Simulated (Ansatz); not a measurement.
Reaction (SMILES): S (H2S) → [SH-] + H+
B3LYP-D3(BJ)/def2-TZVP geometries, fixed; electronic energies without zero-point terms.

Basis-set convergence of the deprotonation energy at MP2 with Ansatz (a first-principles code). Cartesian d functions, on some or all atoms, in 6-31G*, 6-311+G**; all else is spherical. Cores are frozen. No added dispersion term, no relativity. Functions are those of the species that has most. Reference: Hartree-Fock in aug-cc-pV(Q+d)Z plus the correlation part extrapolated as X^-3 from aug-cc-pV(T+d)Z and aug-cc-pV(Q+d)Z, 353.31 kcal/mol, itself unsure by roughly 0.25 kcal/mol (a third of the extrapolation step and of the last Hartree-Fock step). Deviations are taken from unrounded values.

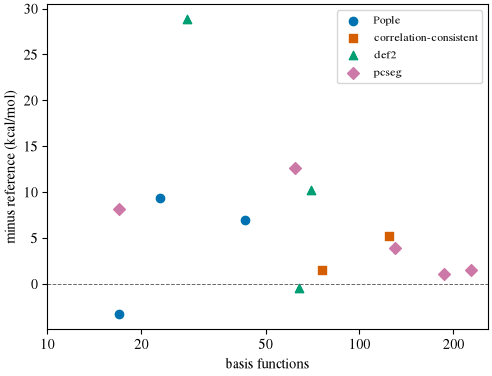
Deviation from the reference against the number of basis functions, by family of sets.

```csv
basis,functions,deprotonation energy (kcal/mol),minus reference (kcal/mol)
6-31G,17,350.02,-3.29
pcseg-0,17,361.49,8.17
6-31G*,23,362.66,9.35
def2-SVP,28,382.15,28.83
6-311+G**,43,360.23,6.91
pcseg-2,62,365.95,12.63
def2-TZVPD,64,352.83,-0.48
def2-TZVPP,70,363.51,10.20
jun-cc-pV(T+d)Z,76,354.86,1.55
cc-pV(Q+d)Z,124,358.47,5.16
pcseg-3,130,357.17,3.86
aug-pcseg-3,187,354.37,1.06
pcseg-4,227,354.80,1.49
```
